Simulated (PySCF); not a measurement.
SMILES C[CH2][GaH][Br] at its B3LYP/def2-SVP optimised geometry (Å):

```
10

Ga     0.2529     0.6748     0.0000
H     -0.3862     2.1088     0.0000
Br     2.5836     0.6748     0.0000
C     -0.6238    -1.1029    -0.0037
C     -2.1563    -1.0864     0.0305
H     -0.2072    -1.6575     0.8555
H     -0.2474    -1.6300    -0.8984
H     -2.5836    -0.5554    -0.8361
H     -2.5442    -0.5905     0.9355
H     -2.5713    -2.1088     0.0195
```

Calculation: B3LYP/def2-TZVP (PySCF). Cells within 0.4 Å of a nucleus heavier than hydrogen are left out (blank, or x).

Map of the deformation density (molecule minus spherical neutral atoms) (e/bohr³) on the plane z = 0.0 Å:

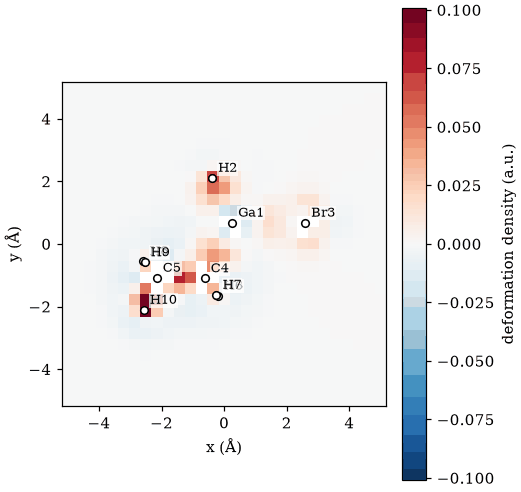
Deformation density (molecule minus spherical neutral atoms) (e/bohr³) on the plane z = 0.0 Å.
